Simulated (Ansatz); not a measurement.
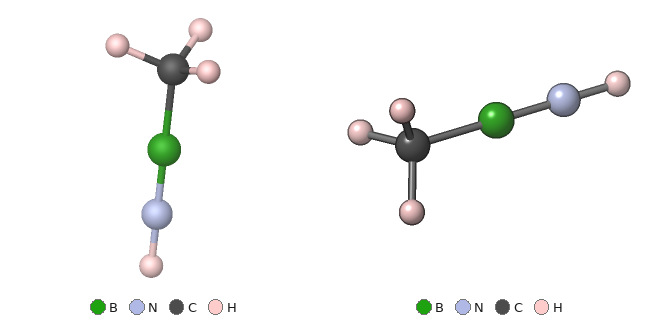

Two views of one molecule.

**Count the atoms of each element.**

CH4BN, 7 atoms: 1 carbon, 4 hydrogen, 1 boron and 1 nitrogen.

**What is the point group of this geometry?**

C3v.

**How many atoms are distinct by symmetry?**

5: 1 B, 1 N, 1 C, 1 H, 3 H.

**How many bonds of each kind are drawn?**

3 C–H, 1 B–N, 1 C–B, 1 N–H. Sticks follow a distance rule.

More results for the same structure follow; atom numbers are the same in all pictures, views and colours differ. Computed geometry: PBE0-D4/def2-TZVP optimisation.

## Geometry

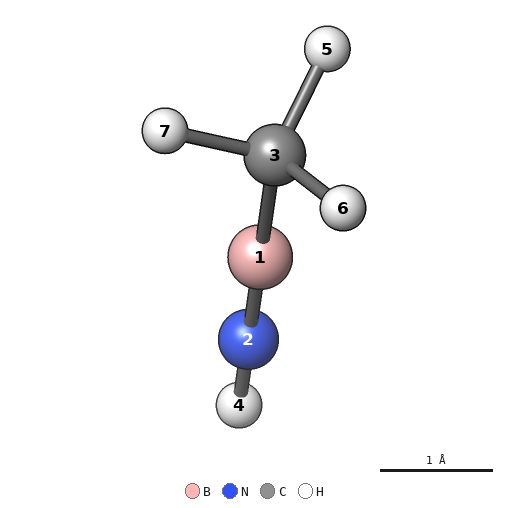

Estimate the angles N2–B1–C3, B1–N2–H4, B1–C3–H5, H5–C3–H6.

| angle | degrees |
| --- | --- |
| N2–B1–C3 | 180.0 |
| B1–N2–H4 | 180.0 |
| B1–C3–H5 | 110.9 |
| H5–C3–H6 | 108.0 |

## Vibrations

Harmonic vibrations computed with RKS PBE0-D4/def2-TZVP (Ansatz 0.2.0) at a stationary point of the same level.

**How many vibrational modes are there, and where do they lie?**

15 modes: 335, 335, 412, 412, 833, 904, 904, 1327, 1452, 1452, 2032, 3061, 3139, 3139, 3907 cm⁻¹.

## Thermal motion

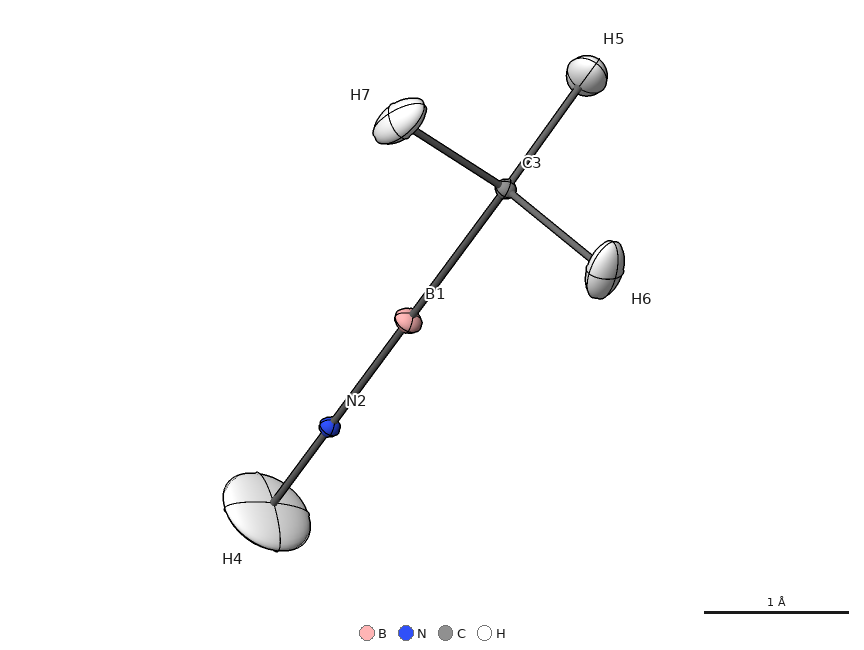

Displacement ellipsoids at the 50 % level, from the internal vibrations of the free molecule (harmonic, no overall translation or rotation; no half-axis is drawn under 0.075 Å). Vibrations computed with RKS PBE0-D4/def2-TZVP (Ansatz 0.2.0). Temperature: 298 K.

**Which atom has the largest mean-square displacement?**

H4, with U_eq = 0.0333 Å².

**Does H4 move more along its bond or across it?**

Across it: the root-mean-square amplitude is 0.069 Å along the bond and up to 0.218 Å across, since bending and torsion are softer than stretching.

List U_eq and the three principal root-mean-square amplitudes for each kind of atom.

| atom | U_eq (Å²) | rms amplitudes (Å) |
| --- | --- | --- |
| B1 | 0.0031 | 0.026, 0.065, 0.065 |
| N2 | 0.0011 | 0.025, 0.036, 0.036 |
| C3 | 0.00067 | 0.022, 0.022, 0.032 |
| H4 | 0.0333 | 0.069, 0.218, 0.218 |
| H5, H6, H7 | 0.0124 | 0.074, 0.096, 0.151 |

## Charges

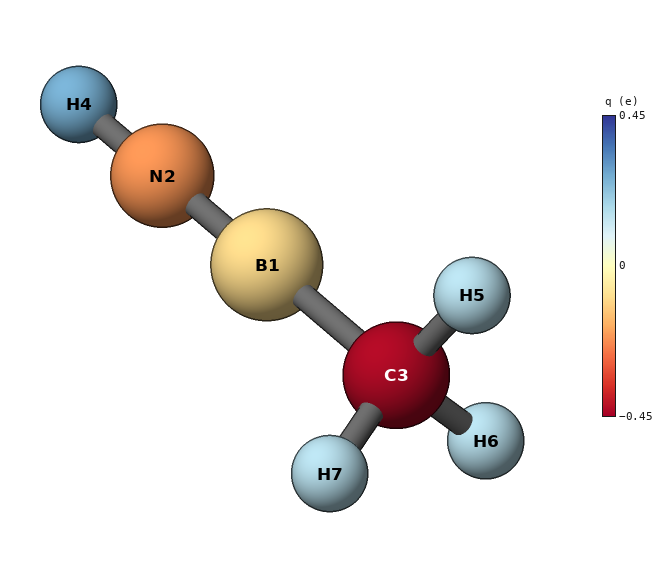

Atoms are coloured by their Mulliken charges. Properties computed with RKS PBE0-D4/def2-TZVP (Ansatz 0.2.0).

List the Mulliken charges.

```csv
atom,value (e)
B1,−0.10
N2,−0.21
C3,−0.43
H4,0.26
H5,0.16
H6,0.16
H7,0.16
```

Mulliken values depend strongly on the basis set and can even reverse the polarity of a bond.
